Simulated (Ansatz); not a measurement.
Si₂NH₅OF₂: molecular dynamics (part 6 of 6)

Si₂NH₅OF₂; RKS PBE-D4/STO-3G (Ansatz 0.2.0). It belongs to a series of runs on one base structure; here: dynamics from the start.

Geometry of the input (Å):
```
Si 0.0082  -0.0928  -0.0424
O  0.1930  -0.3239  1.6367
Si -1.2411  -0.3418  2.5850
H  -2.2283  -1.3069  2.0988
H  -0.8245  -0.7246  3.9266
H  -1.8911  0.9672  2.6471
N  1.6273  0.3274  -0.6771
H  1.9557  -0.4662  -1.3029
H  2.3070  0.2751  0.1379
F  -1.0589  1.1221  -0.3322
F  -0.5997  -1.4163  -0.8146
```

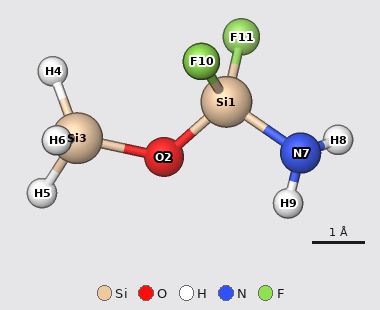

*The geometry at step 231 of the log (ball-and-stick view, seen on its broad side; atoms are numbered from 1 in the order of the input).*

## Trajectory as extended XYZ, continued
```
11
Properties=species:S:1:pos:R:3:forces:R:3 step=209 time_fs=209.0 energy=-24481.87870 temperature=147.4
Si   -0.0082   -0.1797   -0.0700    0.2058   0.7068  -0.2643
O     0.1411   -0.3102    1.6020    0.8037  -0.6152   0.0227
Si   -1.1877   -0.2608    2.6344   -0.7024   0.3845   0.3192
H    -2.3142   -1.0214    2.1482   -0.3844  -0.2814  -0.2406
H    -0.8109   -0.8884    3.9024    0.1169   0.3449  -0.0615
H    -1.6760    1.1293    2.7750    0.2115  -0.3584   0.2686
N     1.6427    0.3927   -0.5173    0.1373  -0.5244   0.0883
H     2.1001   -0.2772   -1.2268   -0.1789   0.2703   0.5447
H     2.2216    0.2650    0.3872   -0.2195  -0.0607  -0.7321
F    -1.0773    1.0406   -0.2944   -0.2463   0.1302  -0.2341
F    -0.6144   -1.4104   -0.9987    0.2562   0.0034   0.2891
11
Properties=species:S:1:pos:R:3:forces:R:3 step=213 time_fs=213.0 energy=-24481.90609 temperature=170.7
Si   -0.0003   -0.1757   -0.0831    0.1322   0.9432   0.7740
O     0.1440   -0.3230    1.6158    0.6406  -0.6038  -0.7058
Si   -1.1998   -0.2602    2.6395   -0.2086  -0.5486   0.3550
H    -2.3587   -1.0409    2.2188   -0.0856  -0.0048  -0.1984
H    -0.7717   -0.8530    3.9141   -0.0131   0.3242  -0.1676
H    -1.6099    1.1153    2.7874   -0.2418   0.4199   0.2851
N     1.6430    0.3888   -0.5293   -0.6652  -0.2827  -0.9932
H     2.1080   -0.2901   -1.2065   -0.1259   0.0772   0.0690
H     2.1954    0.2599    0.3422    0.7133  -0.0651   0.8639
F    -1.0826    1.0340   -0.2965   -0.2224   0.1857  -0.2189
F    -0.6078   -1.3959   -0.9913    0.0766  -0.4452  -0.0630
11
Properties=species:S:1:pos:R:3:forces:R:3 step=216 time_fs=216.0 energy=-24481.87411 temperature=146.6
Si    0.0060   -0.1695   -0.0905   -0.0359   0.8959   1.3766
O     0.1502   -0.3364    1.6223    0.3229  -0.5388  -0.9062
Si   -1.2097   -0.2612    2.6446   -0.4399  -0.2923  -0.1848
H    -2.4050   -1.0598    2.2506    0.4756   0.3865  -0.0108
H    -0.7420   -0.7945    3.9082    0.0298  -0.0235   0.2311
H    -1.5787    1.1342    2.8243   -0.2811   0.1391   0.1024
N     1.6395    0.3836   -0.5443    0.3506   0.5545   1.9698
H     2.1002   -0.2896   -1.1768    0.5214  -0.9836  -1.0699
H     2.2322    0.2502    0.3701   -0.7288   0.2978  -1.0631
F    -1.0878    1.0299   -0.2992   -0.1913   0.2360  -0.1988
F    -0.6023   -1.3871   -0.9859   -0.0233  -0.6716  -0.2463
11
Properties=species:S:1:pos:R:3:forces:R:3 step=220 time_fs=220.0 energy=-24481.86734 temperature=140.4
Si    0.0142   -0.1571   -0.0938   -0.3716   0.5664   1.5276
O     0.1608   -0.3587    1.6234   -0.2226  -0.3747  -0.7079
Si   -1.2245   -0.2632    2.6507    0.5939   0.9020   0.1174
H    -2.4121   -1.0404    2.2888    0.0575   0.0480  -0.1263
H    -0.7007   -0.7213    3.9279   -0.1319  -0.2295   0.0760
H    -1.5720    1.1649    2.8821   -0.1623  -0.5580  -0.2460
N     1.6394    0.3784   -0.5529    0.6606  -1.0504  -1.8995
H     2.1173   -0.3587   -1.2207   -0.8262   1.0446   0.8367
H     2.2145    0.2693    0.3101    0.5687   0.0243   0.8494
F    -1.0960    1.0263   -0.3041   -0.1566   0.3006  -0.1504
F    -0.5952   -1.3802   -0.9804   -0.0096  -0.6732  -0.2770
11
Properties=species:S:1:pos:R:3:forces:R:3 step=224 time_fs=224.0 energy=-24481.87165 temperature=143.8
Si    0.0203   -0.1415   -0.0889   -0.4961   0.2266   1.1560
O     0.1693   -0.3845    1.6179   -0.6864  -0.1710  -0.2271
Si   -1.2358   -0.2609    2.6575    1.8161   0.4902   0.3337
H    -2.4120   -1.0151    2.3074   -0.3740  -0.3382  -0.2382
H    -0.6804   -0.6810    3.9556   -0.3360  -0.2374  -0.3386
H    -1.5932    1.1297    2.9064   -0.2517   0.1402  -0.2890
N     1.6458    0.3656   -0.5735   -0.2469   1.0658   1.4840
H     2.0551   -0.3352   -1.1980    0.8076  -1.1640  -1.0947
H     2.2435    0.2999    0.3177   -0.2409   0.0476  -0.5967
F    -1.1055    1.0250   -0.3103   -0.1206   0.3438  -0.0807
F    -0.5881   -1.3786   -0.9771    0.1291  -0.4036  -0.1088
11
Properties=species:S:1:pos:R:3:forces:R:3 step=228 time_fs=228.0 energy=-24481.90677 temperature=172.6
Si    0.0237   -0.1249   -0.0778   -0.6514  -0.3789   0.4665
O     0.1713   -0.4120    1.6104   -0.9409   0.0260   0.3405
Si   -1.2384   -0.2562    2.6654    0.8492  -0.3147  -0.7583
H    -2.4490   -1.0285    2.2952    0.4900   0.1195   0.0197
H    -0.7050   -0.6784    3.9447   -0.0880  -0.3217   0.1591
H    -1.6506    1.1113    2.8879   -0.1323   0.4437  -0.2177
N     1.6516    0.3589   -0.5868    0.3462  -0.6505  -1.0383
H     2.0590   -0.4003   -1.2591   -0.3243   0.8917   0.9619
H     2.2639    0.3309    0.2776    0.1916  -0.1876  -0.0937
F    -1.1160    1.0266   -0.3172   -0.0433   0.3608  -0.0064
F    -0.5799   -1.3802   -0.9746    0.3031   0.0117   0.1668
11
Properties=species:S:1:pos:R:3:forces:R:3 step=231 time_fs=231.0 energy=-24481.93791 temperature=198.4
Si    0.0240   -0.1135   -0.0676   -0.5534  -0.6257  -0.0781
O     0.1670   -0.4326    1.6065   -0.9410   0.1366   0.6433
Si   -1.2367   -0.2534    2.6692    0.3252   0.1989  -1.0088
H    -2.4397   -1.0333    2.2844    0.5189   0.1200   0.0242
H    -0.7358   -0.7069    3.9451    0.0192  -0.1853   0.2770
H    -1.7069    1.1368    2.8515    0.2624  -0.2821  -0.1924
N     1.6574    0.3518   -0.6004   -0.5000  -0.3108  -1.1774
H     2.0536   -0.4035   -1.2512   -0.1863   0.4284   0.4012
H     2.2884    0.3396    0.2253    0.6023  -0.0832   0.7126
F    -1.1241    1.0297   -0.3224    0.0499   0.3288   0.0532
F    -0.5722   -1.3815   -0.9719    0.4028   0.2744   0.3451
11
Properties=species:S:1:pos:R:3:forces:R:3 step=235 time_fs=235.0 energy=-24481.92609 temperature=189.0
Si    0.0218   -0.1015   -0.0544   -0.3791  -0.8344  -0.4536
O     0.1537   -0.4588    1.6067   -0.6687   0.2535   0.6881
Si   -1.2325   -0.2488    2.6698    0.8579   0.1702  -0.3621
H    -2.3740   -1.0331    2.2682   -0.3329  -0.3647  -0.2329
H    -0.7774   -0.7622    3.9709   -0.0803   0.2805  -0.2734
H    -1.7461    1.1350    2.7805    0.3928  -0.2887   0.0194
N     1.6612    0.3431   -0.6231    0.1696   0.8644   1.3671
H     2.0457   -0.4027   -1.2324    0.2346  -0.8117  -0.7312
H     2.3596    0.3422    0.2052   -0.8217   0.0334  -0.6079
F    -1.1344    1.0360   -0.3289    0.2018   0.2451   0.1265
F    -0.5591   -1.3812   -0.9659    0.4259   0.4524   0.4601
11
Properties=species:S:1:pos:R:3:forces:R:3 step=239 time_fs=239.0 energy=-24481.89671 temperature=166.0
Si    0.0176   -0.0939   -0.0436   -0.1943  -0.7824  -0.5366
O     0.1341   -0.4827    1.6132   -0.1039   0.3283   0.3191
Si   -1.2242   -0.2439    2.6679    0.1949  -1.1589  -0.7587
H    -2.3419   -1.0755    2.2234   -0.0774   0.0240  -0.0188
H    -0.8271   -0.7801    3.9668    0.0982   0.3437  -0.0146
H    -1.7323    1.1025    2.7121    0.0287   0.6006   0.2078
N     1.6654    0.3401   -0.6377   -0.4017  -1.0076  -1.6930
H     2.0491   -0.4711   -1.2793   -0.7509   1.1488   0.9539
H     2.3527    0.3479    0.1418    0.5034  -0.0187   0.9176
F    -1.1431    1.0444   -0.3343    0.3569   0.1151   0.1994
F    -0.5426   -1.3774   -0.9562    0.3461   0.4070   0.4240
11
Properties=species:S:1:pos:R:3:forces:R:3 step=243 time_fs=243.0 energy=-24481.87219 temperature=146.2
Si    0.0123   -0.0904   -0.0357    0.0318  -0.3058  -0.3471
O     0.1136   -0.5033    1.6227    0.6036   0.3309  -0.3135
Si   -1.2151   -0.2444    2.6618   -1.1059  -0.6405  -1.0676
H    -2.3223   -1.1142    2.1767    0.2138   0.4648   0.2842
H    -0.8616   -0.7492    3.9638    0.2734   0.1437   0.4155
H    -1.7064    1.1381    2.6730    0.1292  -0.0607   0.2028
N     1.6661    0.3316   -0.6618   -0.8981   1.7772   2.1089
H     1.9775   -0.4436   -1.2438    0.7196  -1.6471  -1.1523
H     2.3706    0.3501    0.1569   -0.6218  -0.1225  -0.6271
F    -1.1489    1.0536   -0.3382    0.4901  -0.0473   0.2749
F    -0.5233   -1.3705   -0.9432    0.1643   0.1073   0.2213
11
Properties=species:S:1:pos:R:3:forces:R:3 step=246 time_fs=246.0 energy=-24481.89734 temperature=164.0
Si    0.0083   -0.0891   -0.0310    0.0517  -0.0496  -0.0965
O     0.1017   -0.5168    1.6281    1.0467   0.2924  -0.7455
Si   -1.2117   -0.2473    2.6536   -0.9671   0.2537  -0.0241
H    -2.2915   -1.1028    2.1661   -0.3228   0.1267   0.1713
H    -0.8626   -0.7088    3.9955    0.1372   0.1848  -0.1012
H    -1.6764    1.1680    2.6640    0.1772  -0.5533   0.1317
N     1.6608    0.3332   -0.6708   -0.6407  -0.5345  -0.6156
H     1.9650   -0.5202   -1.2813   -0.1785   0.8449   0.8266
H     2.3458    0.3404    0.1360    0.1639  -0.2276   0.1300
F    -1.1508    1.0604   -0.3397    0.5486  -0.1387   0.3146
F    -0.5079   -1.3646   -0.9322   -0.0163  -0.1988   0.0086
11
Properties=species:S:1:pos:R:3:forces:R:3 step=250 time_fs=250.0 energy=-24481.90957 temperature=172.7
Si    0.0033   -0.0874   -0.0252    0.0787   0.3248   0.1087
O     0.0947   -0.5323    1.6289    1.2569   0.2071  -0.9759
Si   -1.2114   -0.2502    2.6431   -0.4653   0.1384   0.8027
H    -2.2990   -1.0760    2.1730   -0.6093  -0.1440   0.0947
H    -0.8474   -0.6324    4.0193    0.0153   0.0086  -0.4410
H    -1.6184    1.1478    2.6679   -0.1584   0.1463  -0.0031
N     1.6473    0.3317   -0.6871   -0.3786   0.1447   0.3528
H     1.9321   -0.5324   -1.2433    0.0267  -0.0102  -0.0004
H     2.3345    0.3005    0.1281   -0.0552  -0.0001  -0.0049
F    -1.1493    1.0684   -0.3394    0.5488  -0.1984   0.3485
F    -0.4877   -1.3584   -0.9176   -0.2597  -0.6172  -0.2821
```
